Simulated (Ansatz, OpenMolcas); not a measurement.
Exact exchange and the HOMO–LUMO gap of C3H4 (cyclopropene)

The species is C3H4 (7 atoms), meant as a singlet with charge 0. As SMILES, `C1=CC1`. The shape is that of a PBE0-D4/def2-TZVP optimisation.

The HOMO–LUMO gap y, in eV, basis aug-cc-pVDZ; a is the functional's share of exact exchange. Programs: Ansatz 0.2.0, OpenMolcas 26.06.

| functional | program | a | y (eV) |
| --- | --- | --- | --- |
| PBE | Ansatz | 0 | 5.04 |
| TPSS | OpenMolcas | 0 | 5.30 |
| B3LYP | Ansatz | 0.2 | 6.73 |
| PBE0 | Ansatz | 0.25 | ? |
| BHLYP | Ansatz | 0.5 | 8.65 |

Task: Fit y = c + s·a to the known rows and predict PBE0.

Result: 
1. Means of the 4 rows: a = 0.1750, y = 6.430.
2. Σ(Δa)² = 0.1675, Σ(Δa·Δy) = 1.17, so the slope is 1.17/0.1675 = 6.9851.
3. Intercept: 6.430 − (6.9851) × 0.1750 = 5.208. The largest residual of the fit is 0.17.
4. PBE0: 5.208 + (6.9851) × 0.25 = 6.95 eV.

The run gave 7.20 eV, so the prediction is off by -0.25 eV, about the scatter of the fit. Exact exchange lowers occupied levels and raises empty ones. The rows mix families of semi-local functionals, which the line can't see.

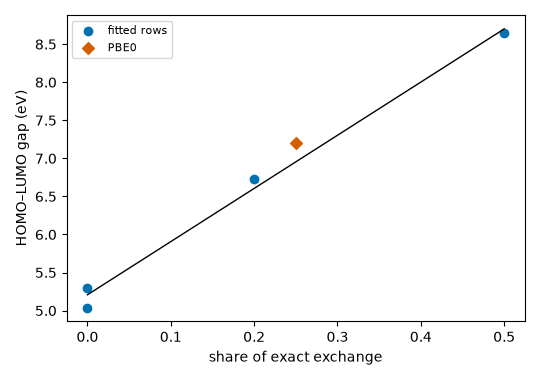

The fitted line, with the withheld row.
